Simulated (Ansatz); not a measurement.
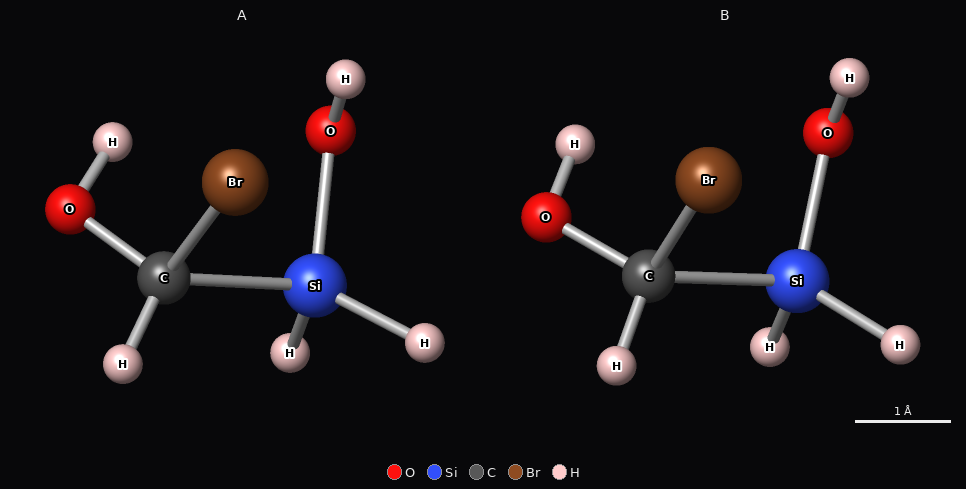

Two geometries of CH$_{5}$BrO$_{2}$Si, drawn at one scale. One is the start of a relaxation, the other its converged end. A ball-and-stick model, seen at a tilt.

The calculation used Ansatz, RKS PBE0-D4/def2-TZVP. (force threshold 0.005 eV/Å; at most 150 steps)

Which one is relaxed?

Answer. Structure B is the relaxed one. The start comes from PBE-D4/def2-SVP. After 10 geometry steps the energy has fallen by 0.097 eV. The largest force component goes from 0.78 to 0.003 eV/Å. The atom that moves furthest after the best rigid fit is an H atom (0.23 Å). By element the largest moves are H 0.23 Å, O 0.15 Å, Br 0.11 Å, Si 0.05 Å, C 0.03 Å. Some distances before and after: Br–C 2.108 → 2.032 Å, O–Si 1.692 → 1.646 Å, H–O 0.985 → 0.965 Å, C–Si 1.915 → 1.895 Å. Bond angles that change, for instance: O–Si–C 100.4° → 106.2°, Si–O–H 110.1° → 115.2°, Si–C–H 121.5° → 116.8°. The run took 46 s on 4 threads of Arm Neoverse V2, on a shared host.
